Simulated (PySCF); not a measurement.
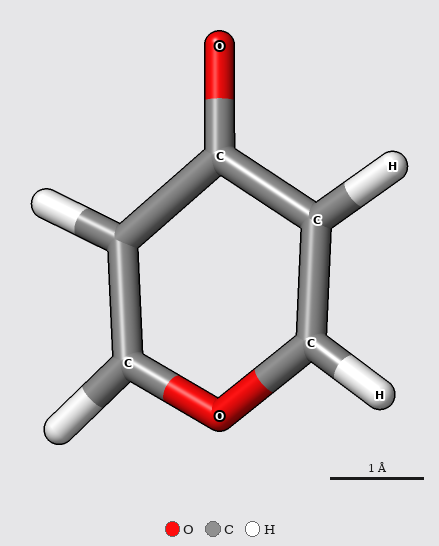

Fig. 1: The structure as given in the input (stick view, seen at a tilt).

## Geometry relaxation, with input and output: C5H4O2

The run: geometry relaxation of C5H4O2 (Pyranone). Method and program: PBE0-D3(BJ)/def2-SVP geometry optimisation, gas phase (PySCF 2.14.0).

Output:
```
step   0  E = -342.72450273  max force = 0.009976
step   1  E = -342.72513693  max force = 0.002081
step   2  E = -342.72514190  max force = 0.000982
step   3  E = -342.72514574  max force = 0.000333
optimisation converged
```

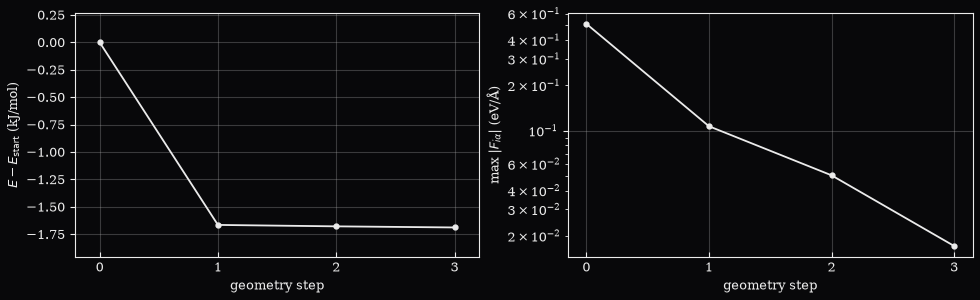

Fig. 2: Progress of the relaxation, step by step (steps are counted from 0).

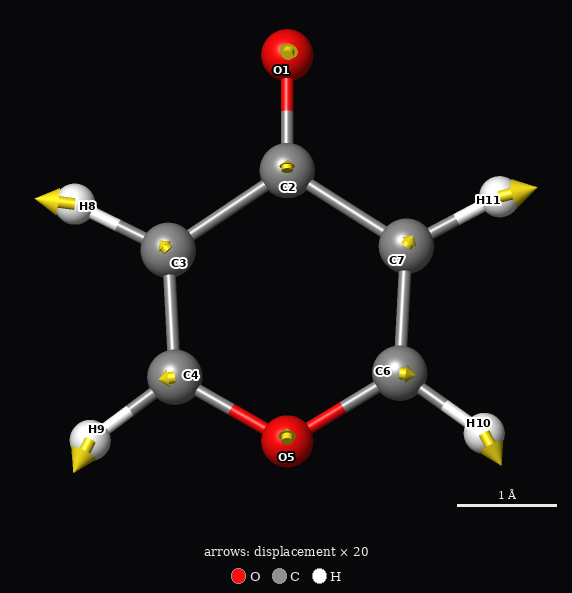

Fig. 3: The starting structure with the displacements as yellow arrows, magnified 20 times (ball-and-stick view, seen at a tilt). The two geometries are laid on each other by the best rigid fit. The largest moves after the best rigid fit, 0.021 Å, are those of H8 and H11. Largest moves by element: H 0.021 Å, O 0.009 Å, C 0.009 Å. Among the contacts that change: C3–H8 1.077 → 1.091 Å, C3–C4 1.340 → 1.346 Å. Over 3 geometry steps the energy falls by 1.69 kJ/mol. The largest force component goes from 0.51 to 0.017 eV/Å. (Atoms are counted from 1 in the order of the input.)

The run was set up as follows.

Input file:
```
{"job": {"xc": "PBE0", "basis": "def2-SVP", "d3": "d3bj", "grid": 1, "kind": "geom"}, "charge": 0, "multiplicity": 1}
O     -0.981913     2.266615     0.139119
C     -0.498809     1.152209     0.069454
C     -1.288804    -0.080251     0.017579
C     -0.694807    -1.279276    -0.060251
O      0.634546    -1.462539    -0.094219
C      1.409939    -0.367730    -0.048305
C      0.940975     0.885557     0.027753
H     -2.362672     0.002528     0.042914
H     -1.228793    -2.218735    -0.101501
H      2.460796    -0.621131    -0.079364
H      1.614966     1.725422     0.060857
```

The first line tells a small driver script what to run in PySCF; the rest is the geometry in Å.

Summary:

- outcome: converged
- total energy: −342.725146 hartree
- dipole moment: 3.80 D
- point group: C2v
- hardware: 1 CPU thread, shared host
- wall time: 16 s
- peak memory: 0.52 GiB
